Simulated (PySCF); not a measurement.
# Cl₂Ni, triplet: electronic structure

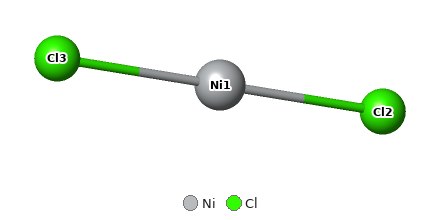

The molecule, with its atoms numbered as below. No frequency check shows the geometry to be a minimum.

Cartesian coordinates (Å):

```
Ni1     -0.0001    0.0001    0.0000
Cl2     -1.9350   -0.0001    0.0000
Cl3      1.9352   -0.0001    0.0000
```

## 1. Bonding charge

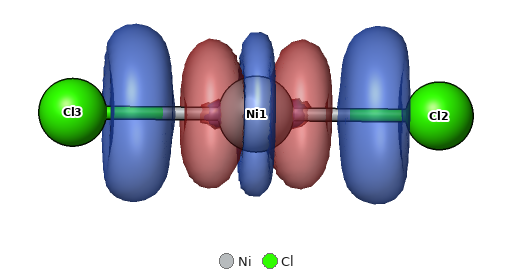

Deformation density (molecule less spherical, spin-averaged free atoms at the same positions), surfaces at ±0.05 e/Å³; blue: gain, red: loss.

Method: ωB97X/def2-TZVP; geometry: GFN2-xTB; program: PySCF. This is a single-reference result, which may miss multireference character in this system. The stability of the open-shell solution wasn't checked. GFN2-xTB doesn't know the spin state, so this open-shell geometry is rough.

> Describe the bonding that the map shows.

Ni1–Cl2 and Ni1–Cl3: +0.10 e/Å³ at the bond critical point (bond length 1.94 Å, Mayer order 1.2). In all, 0.8 electrons gather in the regions of gain relative to the promolecule. A small or negative value marks a very polar bond, one between electron-rich atoms, whose free-atom densities already overlap strongly, a long bond to a heavier atom, or a closed-shell contact such as a hydrogen bond.

> Where do the Hirshfeld charges lie?

The highest Hirshfeld charge is on Ni1 (+0.42 e), the lowest on Cl2 and Cl3 (−0.21 e).

```json
{"atom": "Ni1", "charge (e)": "+0.42"}
{"atom": "Cl2", "charge (e)": "−0.21"}
{"atom": "Cl3", "charge (e)": "−0.21"}
```

## 2. Local ionisation energy

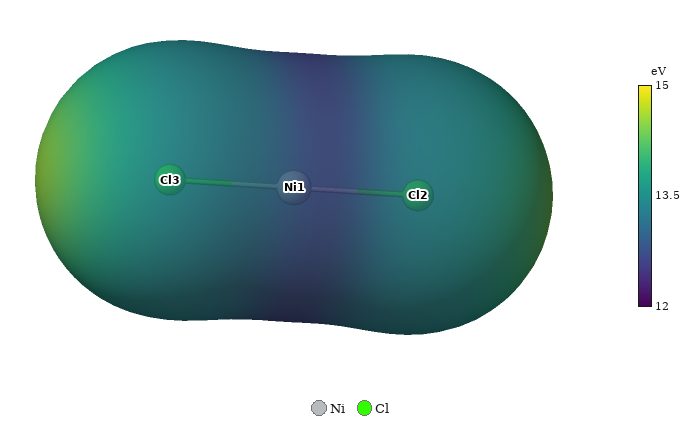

Average local ionisation energy on the surface of electron density 0.001 a.u.

> Locate the minima of the map.

The lowest value is 12.6 eV, 2.0 Å from Ni1, and at like points elsewhere. For comparison, the highest occupied orbital lies at −11.7 eV.

> What volume does the surface enclose, and what is the dipole moment?

About 91 Å³; the dipole moment is 0.0 D.

## 3. Spin density

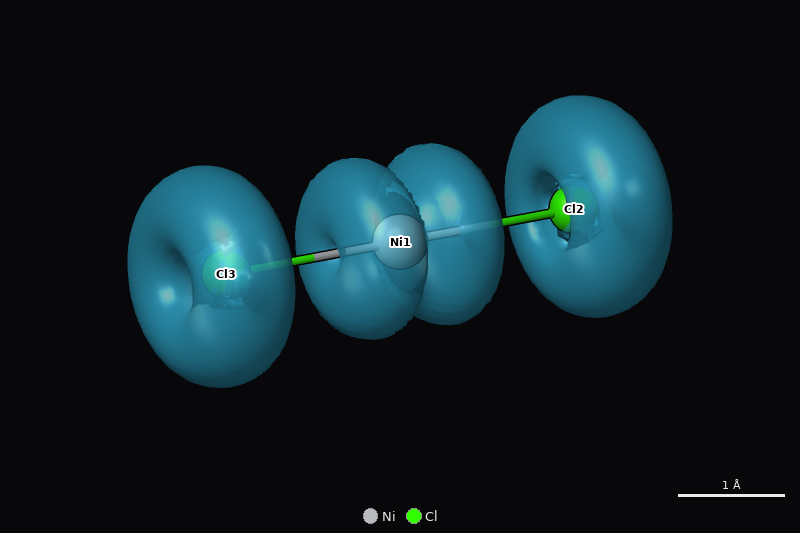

Spin density ρα − ρβ at ±0.03 e/Å³ (light blue: excess α, orange: excess β).

> How is the spin shared among the atoms?

Hirshfeld spin populations: Ni1 +1.50 and Cl2 and Cl3 +0.25. ⟨S²⟩ = 2.01, against 2.00 for a pure state.

## 4. In an electric field

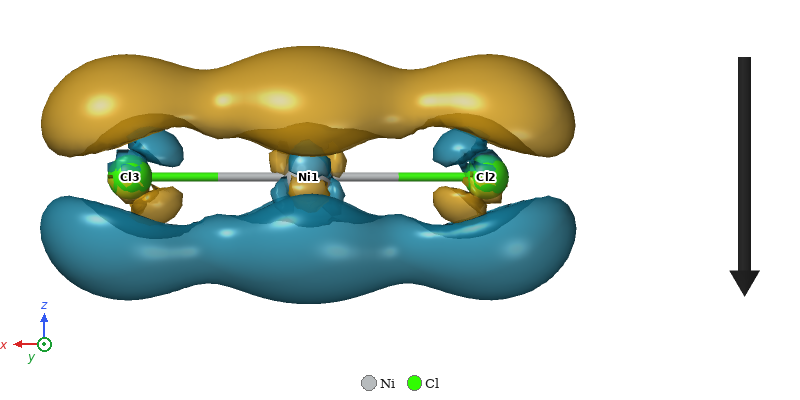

Change of the electron density in a uniform field of 0.51 V/Å along −z (arrow), surfaces at ±0.003 e/Å³ (yellow: gain, teal: loss).

Level of theory: PBE0/def2-SVP (PySCF), at a geometry from GFN2-xTB. This is a single-reference result, which may miss multireference character in this system. A basis without diffuse functions makes polarisabilities too small. The stability of the open-shell solution wasn't checked. GFN2-xTB doesn't know the spin state, so this open-shell geometry is rough.

> How large is the response?

The induced dipole is 0.52 D (along the field); α along this axis, from the fields in both directions, is 21 bohr³ (3.0 Å³).

> Which atoms gain and lose the most charge?

Hardly any: no atom's Hirshfeld charge changes by as much as 0.002 e. The density shifts from one side of each atom to the other; 0.065 electrons are displaced in all.

The PySCF runs shown took 32 s and 30 s on 1 thread of Arm Neoverse V1, with other jobs on the host.
